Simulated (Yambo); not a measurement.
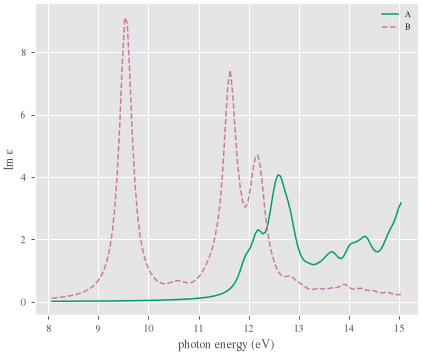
Figure: Two computed absorption spectra of ScF₃ (space group R-3c, No. 167) (Yambo, LDA bands with the same scissor, field along x)

Axes are Cartesian, with cell vectors (Å) (2.85, 1.65, 4.65), (-2.85, 1.65, 4.65), (0.00, -3.29, 4.65).

Which curve includes the electron-hole attraction (BSE), and where are its main peaks?

Curve B: the attraction moves weight to lower energy (centre of the plotted range 11.1 eV against 13.3 eV). Its peaks lie at 9.5 eV, 11.6 eV, 12.2 eV. Settings: 4×4×4 mesh, 18 valence and 12 conduction bands, static screening with 80 bands and a 3 Ry block, scissor 5.22 eV, Tamm-Dancoff. The scissor comes from a G0W0 run whose convergence isn't established. Broadening 0.15 eV. The band window holds all transitions up to 17.2 eV. Fine structure above the onset can come from the mesh.

Geometry of the Materials Project entry, not relaxed at this level; primitive cell a = 5.700 Å, b = 5.700 Å, c = 5.700 Å, α = 60.03°, β = 60.03°, γ = 60.03°.

The structure is a Materials Project entry; no match was found in the copy of COD used, and its stability was not checked.
